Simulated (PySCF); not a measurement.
# PBE0/STO-6G run of SiH4S (SMILES [SiH3]S)

Aim: the energy change on altering one bond length of SiH4S at PBE0/STO-6G, from 2 runs. 

Program for the calculation: PySCF 2.14.0.

6 further runs of the same task are left out: 6 set aside as unsound or not needed.

## Step 1: Starting point

The species is SiH4S (6 atoms), meant as a singlet with charge 0. SMILES: `[SiH3]S`. The coordinates come from a PBE0-D4/def2-TZVP relaxation.

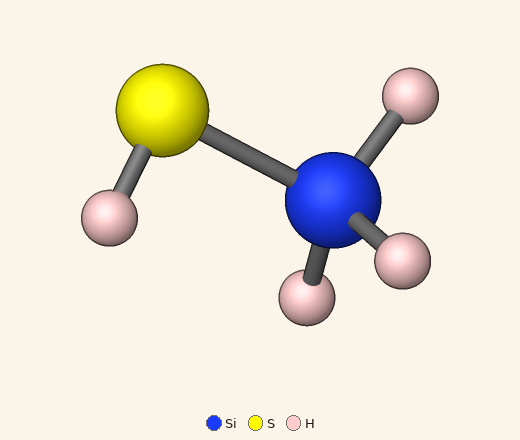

The structure, seen from a chosen angle (silicon blue, sulfur yellow, hydrogen pink).

## Step 2: The energy at PBE0/STO-6G

input.py

```python
from pyscf import gto, dft

mol = gto.Mole()
mol.atom = [
    ('Si', (-0.169800, -0.263400, -0.436000)),
    ('S', (0.907300, -0.012600, 1.392800)),
    ('H', (-1.629800, -0.074300, -0.241600)),
    ('H', (0.108600, -1.658300, -0.852500)),
    ('H', (0.299800, 0.681200, -1.481100)),
    ('H', (0.526100, 1.263300, 1.572300)),
]
mol.basis = 'sto-6g'
mol.charge = 0
mol.spin = 0
mol.verbose = 4
mol.max_memory = 1860
mol.build()

calc0 = dft.RKS(mol, xc='pbe0')
calc0.grids.level = 5
calc0.conv_tol = 1e-10
calc0.kernel()
if not calc0.converged:
    calc0 = calc0.newton().run(calc0.mo_coeff, calc0.mo_occ)

energy = calc0.e_tot
print('Final energy', energy)
```

On the command line:

```
$ OMP_NUM_THREADS=1 python input.py
```

Standard output:

```text
PySCF version 2.14.0

[... 69 lines left out ...]
converged SCF energy = -687.384771520752
Final energy -687.3847715207525
```

Run time: 3.6 s. Hardware: 1 thread of Arm Neoverse V2, shared host; peak memory 0.21 GiB.

## Step 3: The distorted shape

run.py

```python
from pyscf import gto, dft

mol = gto.M(
    atom='''
Si       0.998245      -0.414686      -0.591526
S        2.075345      -0.163886       1.237274
H       -1.629800      -0.074300      -0.241600
H        1.276645      -1.809586      -1.008026
H        1.467845       0.529914      -1.636626
H        1.694145       1.112014       1.416774
''',
    max_memory=1860,
    charge=0,
    verbose=4,
    basis='sto-6g',
    spin=0,
)

ks = dft.RKS(mol)
ks.xc = 'pbe0'
ks.conv_tol = 1e-10
ks.grids.level = 5
ks.kernel()
if not ks.converged:
    ks = ks.newton().run(ks.mo_coeff, ks.mo_occ)

e_final = ks.e_tot
print('E = %.10f Eh' % e_final)
```

On the command line:

```
$ OMP_NUM_THREADS=1 python run.py
```

Standard output:

```text
PySCF version 2.14.0

[... 75 lines left out ...]
converged SCF energy = -687.194615968229
E = -687.1946159682 Eh
```

Wall time 4.2 s (1 thread of Arm Neoverse V2, shared host); peak memory 0.21 GiB.

## Step 4: What came out

Level: PBE0/STO-6G.

```
                                                          quantity          value
                                         first shape: total energy  -687.38477 Eh
                                        first shape: dipole moment         1.09 D
                                          first shape: HOMO energy       -3.66 eV
                                          first shape: LUMO energy        6.00 eV
                                        first shape: HOMO–LUMO gap        9.67 eV
                                     distorted shape: total energy  -687.19462 Eh
                                    distorted shape: dipole moment         1.22 D
                                      distorted shape: HOMO energy       -3.46 eV
                                      distorted shape: LUMO energy        0.53 eV
                                    distorted shape: HOMO–LUMO gap        4.00 eV
energy change with the Si1–H3 bond stretched from 1.485 to 2.673 Å       5.174 eV
```

**Reading.** One bond (distorted shape) is far stretched, which a spin-restricted single reference describes badly; a broken-symmetry solution may lie lower. With the Si1–H3 bond stretched from 1.485 to 2.673 Å the energy rises by 5.17 eV (119 kcal/mol). The first shape isn't relaxed at this level, so the change isn't measured from a minimum. A restricted reference can't describe the breaking bond well at this length. The minimal basis adds a large error of its own. Mulliken charges (first shape) run from -0.12 on H3 to +0.46 on Si1. Mulliken charges (distorted shape) run from -0.15 on H3 to +0.42 on Si1; they depend strongly on the basis.
